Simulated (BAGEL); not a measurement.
# A workflow on C3H12AlN (SMILES C[N+](C)(C)[AlH3-])

We compute a single-point energy (HF/def2-SVP), then a single-point energy (NEVPT2(2,2)/def2-SVP) of C3H12AlN. 

Program for the calculation: BAGEL 1.2.2.

## Step 1: The structure to begin with

C3H12AlN: 17 atoms, total charge 0, spin state singlet. SMILES: `C[N+](C)(C)[AlH3-]`. The C3–H10 distance was set to 1.472 Å, away from the relaxed value.

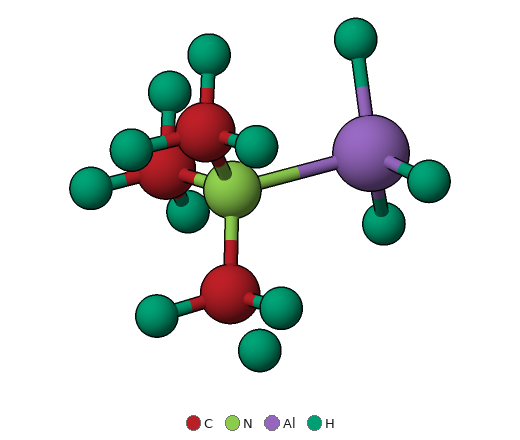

The structure, seen from a chosen angle (carbon red, nitrogen green, aluminium purple, hydrogen teal).

## Step 2: A single-point energy at HF/def2-SVP (density fitting with svp-jkfit) (run 1)

Contents of calc.json:

```json
{ "bagel": [

{
  "title": "molecule",
  "basis": "svp",
  "df_basis": "svp-jkfit",
  "angstrom": "true",
  "geometry": [
    { "atom": "C", "xyz": [      -0.361658,      -0.044638,      -1.407048 ] },
    { "atom": "N", "xyz": [       0.139912,      -0.419028,      -0.080158 ] },
    { "atom": "C", "xyz": [       1.422802,       0.243432,       0.180112 ] },
    { "atom": "C", "xyz": [       0.296742,      -1.875058,       0.008032 ] },
    { "atom": "Al", "xyz": [      -1.217738,       0.187602,       1.335702 ] },
    { "atom": "H", "xyz": [      -0.495918,       1.036352,      -1.448278 ] },
    { "atom": "H", "xyz": [       0.341812,      -0.355808,      -2.187938 ] },
    { "atom": "H", "xyz": [      -1.326288,      -0.523898,      -1.574638 ] },
    { "atom": "H", "xyz": [       1.769602,      -0.025038,       1.178072 ] },
    { "atom": "H", "xyz": [       1.236220,       1.701960,       0.121050 ] },
    { "atom": "H", "xyz": [       2.171462,      -0.059678,      -0.560928 ] },
    { "atom": "H", "xyz": [       0.645052,      -2.138868,       1.006712 ] },
    { "atom": "H", "xyz": [       1.017632,      -2.231778,      -0.736658 ] },
    { "atom": "H", "xyz": [      -0.668698,      -2.351348,      -0.163218 ] },
    { "atom": "H", "xyz": [      -1.222548,       1.768052,       1.051342 ] },
    { "atom": "H", "xyz": [      -2.503688,      -0.646928,       0.857542 ] },
    { "atom": "H", "xyz": [      -0.470748,      -0.315378,       2.665262 ] }
  ]
},

{
  "title": "hf"
},

{
  "title": "print",
  "file": "orbitals.molden",
  "orbitals": "true"
}

]}
```

The run is started by

```bash
$ BAGEL_NUM_THREADS=1 BAGEL calc.json > calc.out
```

The program printed:

```text
* using 1 threads per process

  ===============================================================
  ===============================================================

  *** Geometry ***

  { "atom" : "C", "xyz" : [     -0.683435,     -0.084354,     -2.658935 ] },
  { "atom" : "N", "xyz" : [      0.264395,     -0.791848,     -0.151477 ] },
  { "atom" : "C", "xyz" : [      2.688706,      0.460020,      0.340362 ] },
  { "atom" : "C", "xyz" : [      0.560761,     -3.543346,      0.015178 ] },
  { "atom" : "Al", "xyz" : [     -2.301191,      0.354516,      2.524111 ] },
  { "atom" : "H", "xyz" : [     -0.937149,      1.958421,     -2.736849 ] },
  { "atom" : "H", "xyz" : [      0.645931,     -0.672380,     -4.134604 ] },
  { "atom" : "H", "xyz" : [     -2.506321,     -0.990024,     -2.975635 ] },
  { "atom" : "H", "xyz" : [      3.344063,     -0.047315,      2.226233 ] },
  { "atom" : "H", "xyz" : [      2.336117,      3.216238,      0.228751 ] },
  { "atom" : "H", "xyz" : [      4.103468,     -0.112775,     -1.060000 ] },
  { "atom" : "H", "xyz" : [      1.218972,     -4.041875,      1.902410 ] },
  { "atom" : "H", "xyz" : [      1.923046,     -4.217449,     -1.392082 ] },
  { "atom" : "H", "xyz" : [     -1.263656,     -4.443404,     -0.308437 ] },
  { "atom" : "H", "xyz" : [     -2.310281,      3.341134,      1.986748 ] },
  { "atom" : "H", "xyz" : [     -4.731285,     -1.222517,      1.620520 ] },
  { "atom" : "H", "xyz" : [     -0.889585,     -0.595978,      5.036615 ] },

  Number of auxiliary basis functions:      646

  Since a DF basis is specified, we compute 2- and 3-index integrals:
    o Being stored without compression. Storage requirement is 0.093 GB

  Number of basis functions:      134
  Number of electrons      :       50

    * METHOD: MOLECULE                             0.62

  *** RHF ***

  === Nuclear Repulsion ===
   252.1106107934

      * DIIS with orbital gradients will be used.

  === RHF iteration (svp) ===
      0       -416.54431589          0.00955998           0.19
      1       -416.67614807          0.00398559           0.19
      2       -416.69218650          0.00138378           0.19
      3       -416.69472565          0.00027395           0.19
      4       -416.69481700          0.00005582           0.19
      5       -416.69482269          0.00001415           0.19
      6       -416.69482314          0.00000500           0.20
      7       -416.69482321          0.00000135           0.21
      8       -416.69482322          0.00000038           0.19
      9       -416.69482322          0.00000013           0.19
     10       -416.69482322          0.00000005           0.19
     11       -416.69482322          0.00000002           0.19
     12       -416.69482322          0.00000000           0.20
    * SCF iteration converged.

    * Permanent dipole moment:
           (   -1.443362,     0.747932,     1.522392) a.u.

    * METHOD: HF                                   2.96

    * METHOD: PRINT                                0.04

  ===============================================================
```

It took 3.9 s on 1 thread of Arm Neoverse V1, shared host; peak memory 0.27 GiB.

## Step 3: The energy at NEVPT2(2,2)/def2-SVP (density fitting with svp-jkfit) (run 2)

Contents of calc.json:

```json
{ "bagel" : [

{
  "title" : "molecule",
  "basis" : "svp",
  "df_basis" : "svp-jkfit",
  "angstrom" : true,
  "geometry" : [
    { "atom" : "C", "xyz" : [      -0.361658,      -0.044638,      -1.407048 ] },
    { "atom" : "N", "xyz" : [       0.139912,      -0.419028,      -0.080158 ] },
    { "atom" : "C", "xyz" : [       1.422802,       0.243432,       0.180112 ] },
    { "atom" : "C", "xyz" : [       0.296742,      -1.875058,       0.008032 ] },
    { "atom" : "Al", "xyz" : [      -1.217738,       0.187602,       1.335702 ] },
    { "atom" : "H", "xyz" : [      -0.495918,       1.036352,      -1.448278 ] },
    { "atom" : "H", "xyz" : [       0.341812,      -0.355808,      -2.187938 ] },
    { "atom" : "H", "xyz" : [      -1.326288,      -0.523898,      -1.574638 ] },
    { "atom" : "H", "xyz" : [       1.769602,      -0.025038,       1.178072 ] },
    { "atom" : "H", "xyz" : [       1.236220,       1.701960,       0.121050 ] },
    { "atom" : "H", "xyz" : [       2.171462,      -0.059678,      -0.560928 ] },
    { "atom" : "H", "xyz" : [       0.645052,      -2.138868,       1.006712 ] },
    { "atom" : "H", "xyz" : [       1.017632,      -2.231778,      -0.736658 ] },
    { "atom" : "H", "xyz" : [      -0.668698,      -2.351348,      -0.163218 ] },
    { "atom" : "H", "xyz" : [      -1.222548,       1.768052,       1.051342 ] },
    { "atom" : "H", "xyz" : [      -2.503688,      -0.646928,       0.857542 ] },
    { "atom" : "H", "xyz" : [      -0.470748,      -0.315378,       2.665262 ] }
  ]
},

{ "title" : "hf" },

{ "title" : "nevpt2", "nstate" : 1, "nact" : 2, "nclosed" : 24, "active" : [22, 26], "maxiter" : 200, "natocc" : true, "ncore" : 9 },

{ "title" : "print", "file" : "orbitals.molden", "orbitals" : true }

]}
```

The run is started by

```bash
$ BAGEL_NUM_THREADS=1 BAGEL calc.json > calc.out
```

The program printed:

```text
* using 1 threads per process

  ===============================================================
  ===============================================================

  *** Geometry ***

  { "atom" : "C", "xyz" : [     -0.683435,     -0.084354,     -2.658935 ] },
  { "atom" : "N", "xyz" : [      0.264395,     -0.791848,     -0.151477 ] },
  { "atom" : "C", "xyz" : [      2.688706,      0.460020,      0.340362 ] },
  { "atom" : "C", "xyz" : [      0.560761,     -3.543346,      0.015178 ] },
  { "atom" : "Al", "xyz" : [     -2.301191,      0.354516,      2.524111 ] },
  { "atom" : "H", "xyz" : [     -0.937149,      1.958421,     -2.736849 ] },
  { "atom" : "H", "xyz" : [      0.645931,     -0.672380,     -4.134604 ] },
  { "atom" : "H", "xyz" : [     -2.506321,     -0.990024,     -2.975635 ] },
  { "atom" : "H", "xyz" : [      3.344063,     -0.047315,      2.226233 ] },
  { "atom" : "H", "xyz" : [      2.336117,      3.216238,      0.228751 ] },
  { "atom" : "H", "xyz" : [      4.103468,     -0.112775,     -1.060000 ] },
  { "atom" : "H", "xyz" : [      1.218972,     -4.041875,      1.902410 ] },
  { "atom" : "H", "xyz" : [      1.923046,     -4.217449,     -1.392082 ] },
  { "atom" : "H", "xyz" : [     -1.263656,     -4.443404,     -0.308437 ] },
  { "atom" : "H", "xyz" : [     -2.310281,      3.341134,      1.986748 ] },
  { "atom" : "H", "xyz" : [     -4.731285,     -1.222517,      1.620520 ] },
  { "atom" : "H", "xyz" : [     -0.889585,     -0.595978,      5.036615 ] },

  Number of auxiliary basis functions:      646

  Since a DF basis is specified, we compute 2- and 3-index integrals:
    o Being stored without compression. Storage requirement is 0.093 GB

  Number of basis functions:      134
  Number of electrons      :       50

    * METHOD: MOLECULE                             0.62

  *** RHF ***

  === Nuclear Repulsion ===
   252.1106107934

      * DIIS with orbital gradients will be used.

  === RHF iteration (svp) ===
      0       -416.54431589          0.00955998           0.19
      1       -416.67614807          0.00398559           0.19
      2       -416.69218650          0.00138378           0.19
      3       -416.69472565          0.00027395           0.19
      4       -416.69481700          0.00005582           0.19
      5       -416.69482269          0.00001415           0.19
      6       -416.69482314          0.00000500           0.19
      7       -416.69482321          0.00000135           0.19
      8       -416.69482322          0.00000038           0.19
      9       -416.69482322          0.00000013           0.19
     10       -416.69482322          0.00000005           0.19
     11       -416.69482322          0.00000002           0.19
     12       -416.69482322          0.00000000           0.19
    * SCF iteration converged.

    * Permanent dipole moment:
           (   -1.443362,     0.747932,     1.522392) a.u.

    * METHOD: HF                                   2.86

    * freezing 9 orbitals
  ---------------------------
      CASSCF calculation
  ---------------------------

    ==== Active orbitals : =====
         Orbital 22
         Orbital 26
    ============================

    * nstate   :      1
    * nclosed  :     24
    * nact     :      2
    * nvirt    :    108
  === CASSCF iteration (svp) ===

    * Using the second-order algorithm

      0  0      -416.69533201     9.08e-05      0.05

      1  0      -416.71531630     1.27e-03      0.83

      2  0      -416.72259810     1.95e-04      0.99

      3  0      -416.72284844     4.50e-05      1.00

      4  0      -416.72285181     7.20e-06      1.00

      5  0      -416.72285186     1.20e-06      1.02

      6  0      -416.72285186     2.46e-07      1.08

      7  0      -416.72285186     5.81e-08      1.00

      8  0      -416.72285186     1.44e-08      0.87

      9  0      -416.72285186     3.63e-09      0.81

    * Second-order optimization converged. *

     guess   0:   closed 1.                   open ..

  === FCI iteration ===

      0  0      -416.69403909     8.50e-02      0.00
      1  0      -416.72285120     3.32e-04      0.00
      2  0 *    -416.72285186     3.43e-16      0.00

     * ci vector, state   0, <S^2> = 0.0000
       2.     0.9859546004
       .2    -0.1670135501

  === DF-NEVPT2 calculation ===

    * 3-index integral transformation done
    * assembly done

      NEVPT2 correlation energy:   -0.6775069034      0.77

          (+0)     -0.6243782122
          (+0)'    -0.0151674806
          (+1)     -0.0061307877
          (+1)'    -0.0000000000
          (+2)     -0.0002238646
          (-1)     -0.0249097895
          (-1)'     0.0000000000
          (-2)     -0.0066967688

      NEVPT2 total energy:       -417.4003587676

    * METHOD: NEVPT2                              10.22

    * METHOD: PRINT                                0.04

  ===============================================================
```

Run time: 14 s. Hardware: 1 thread of Arm Neoverse V1, shared host; peak memory 0.27 GiB.

## Step 4: Summary of results

| quantity | value |
| --- | --- |
| run 1, HF/def2-SVP: total energy | -416.69482 Eh |
| run 1, HF/def2-SVP: dipole moment | 5.66 D |
| run 1, HF/def2-SVP: HOMO energy | -10.37 eV |
| run 1, HF/def2-SVP: LUMO energy | 3.48 eV |
| run 1, HF/def2-SVP: HOMO–LUMO gap | 13.85 eV |
| run 2, NEVPT2(2,2)/def2-SVP: total energy | -417.40036 Eh |
